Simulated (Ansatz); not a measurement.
# FCI/STO-3G run of [HO2]− (hydroperoxide(1-))

Aim: the energy change on altering one bond length of [HO2]− (hydroperoxide(1-)) at FCI/STO-3G, from 2 runs. 

The results are computed with Ansatz 0.2.0.

10 further runs of the same task are left out: 9 that didn't finish, 1 set aside as unsound or not needed.

### Step 1. The molecule

The species is [HO2]− (3 atoms), meant as a singlet with charge -1. SMILES: `[O-]O`. Geometry: relaxed at PBE0-D4/def2-TZVPD.

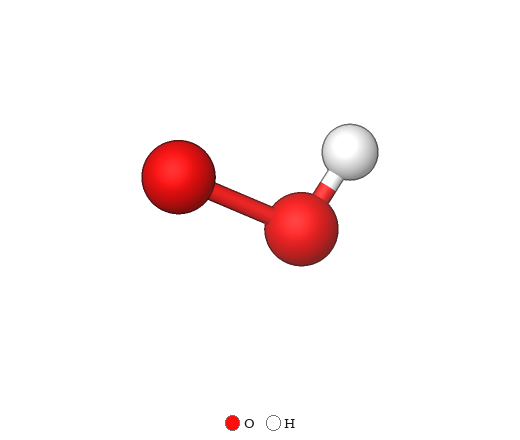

Viewed from a chosen angle; oxygen red, hydrogen white.

### Step 2. The energy at FCI/STO-3G

File input.yaml:

```yaml
crystal:
  periodic: [false, false, false]
  atoms:
    - symbol: O
      position_ang: [-0.357760, 1.025590, -0.080830]
    - symbol: O
      position_ang: [-0.242260, -0.445880, -0.180750]
    - symbol: H
      position_ang: [0.600030, -0.579720, 0.261570]
basis:
  gaussian:
    orbitals: STO-3G
total_charge: -1
magnetization:
  spin_polarized: false
  initial_magnetization: 0
correlation:
  method: fci
  frozen_orbitals: {H: 0, O: 1}
accuracy: high
```

Started as:

```bash
ansatz run input.yaml --threads 1 --pin off --max-ram 3480MiB --events-out events.jsonl --progress --plain --runs-dir runs
```

Standard output:

```text
Warning: RAYON_NUM_THREADS=1 ignored (pool sized by the plan → 1); use --threads N
Functional definition: HF
  name "HF"
  exchange = exact_x
  correlation = 0
168 factors; integrals over basis functions are off by at most 4.4e-8 eV
mean field evaluation 1: about -4022.9897 eV, gradient 2.2e1 eV
mean field evaluation 2: about -4023.1023 eV, gradient 2.2e1 eV
mean field evaluation 4: about -4025.4175 eV, gradient 1.5e0 eV
mean field evaluation 8: about -4025.4249 eV, gradient 1.4e-4 eV
mean field -4025.42489581 eV, -147.9316363899 hartree, gradient 7.7e-9 eV, S^2 0.000000; 0 other end points of the search recorded, 0 dependent functions left out
2 core orbitals not correlated: weight in the atoms' cores, before any rotation towards them, 1.000 or more for the frozen orbitals, at most 0.000 for the correlated occupied ones
reference -4025.42489581 eV, -147.9316363899 hartree; 7, 7 occupied and 2, 2 virtual orbitals, 168 factors
state -4027.33259250 eV, -148.0017429501 hartree
Total energy: -4027.33259250 eV, -148.0017429501 hartree
```

Wall time 0.1 s (1 thread of Arm Neoverse V1, shared host).

### Step 3. The distorted shape at the same level

File job.yaml:

```yaml
crystal:
  periodic: [false, false, false]
  atoms:
    - {symbol: O, position_ang: [-0.386634, 1.393440, -0.055851]}
    - {symbol: O, position_ang: [-0.242260, -0.445880, -0.180750]}
    - {symbol: H, position_ang: [0.600030, -0.579720, 0.261570]}
basis:
  gaussian:
    orbitals: STO-3G
total_charge: -1
magnetization:
  spin_polarized: false
  initial_magnetization: 0
correlation:
  method: fci
  frozen_orbitals: {H: 0, O: 1}
accuracy: high
```

Started as:

```bash
ansatz run job.yaml --threads 1 --pin off --max-ram 3480MiB --events-out events.jsonl --progress --plain --runs-dir runs
```

Standard output, shortened:

```text
Warning: RAYON_NUM_THREADS=1 ignored (pool sized by the plan → 1); use --threads N
Functional definition: HF
  name "HF"
[...]
168 factors; integrals over basis functions are off by at most 3.9e-8 eV
[...]
mean field -4023.61482207 eV, -147.8651174069 hartree, gradient 2.4e-8 eV, S^2 0.000000; 3 other end points of the search recorded, 0 dependent functions left out; unrestricted orbitals would lower it
2 core orbitals not correlated: weight in the atoms' cores, before any rotation towards them, 1.000 or more for the frozen orbitals, at most 0.000 for the correlated occupied ones
reference -4023.61482207 eV, -147.8651174069 hartree; 7, 7 occupied and 2, 2 virtual orbitals, 168 factors
state -4025.91015250 eV, -147.9494692444 hartree
Total energy: -4025.91015250 eV, -147.9494692444 hartree
```

It took 0.12 s on 1 thread of Arm Neoverse V1, shared host.

### Step 4. Results

At FCI/STO-3G, 2 core orbitals frozen:

| quantity | value |
| --- | --- |
| first shape: total energy | -148.00174 Eh |
| first shape: correlation energy (2 core orbitals frozen) | -70.1 mEh |
| distorted shape: total energy | -147.94947 Eh |
| distorted shape: correlation energy (2 core orbitals frozen) | -84.4 mEh |
| energy change with the O1–O2 bond stretched from 1.479 to 1.849 Å | 1.422 eV |

In words: With the O1–O2 bond stretched from 1.479 to 1.849 Å the energy rises by 1.42 eV (33 kcal/mol). The first shape isn't relaxed at this level, so the change isn't measured from a minimum. The minimal basis adds a large error of its own. The restricted solution (distorted shape) is unstable to spin breaking: an unrestricted one lies lower.
